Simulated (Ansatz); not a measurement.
```xyz
4

Al   -0.0282    0.0000    0.0163
H     0.0615    0.0000    1.5886
F     1.4242    0.0000   -0.8223
H    -1.3450    0.0000   -0.8476
```

Theory: Ansatz, RKS r2SCANh/def2-SVPD.

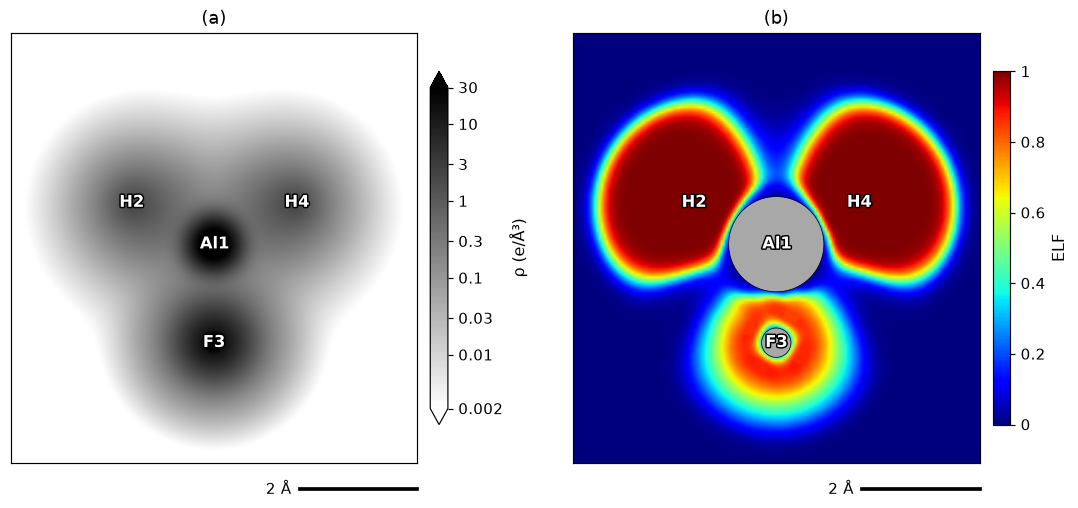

AlFH2. (a) electron density; (b) electron localisation function on the molecular plane. Grey discs cover the atomic cores in the ELF map.

### Describe what can be read from this map.

- Atoms in the plane: Al, H and F.
- Al–F (1.68 Å): ρ at the midpoint is about 0.76 e/Å³; the ELF peaks at about 0.85 in the valence shell of F, 0.6 Å from its nucleus, and is about 0.25 at the midpoint.
- Al–H (1.57 Å): the density is about 0.56 e/Å³ at the midpoint; the ELF climbs to about 1 towards the hydrogen.
- The ELF also peaks beside F3, away from the bonds: lone-pair regions.
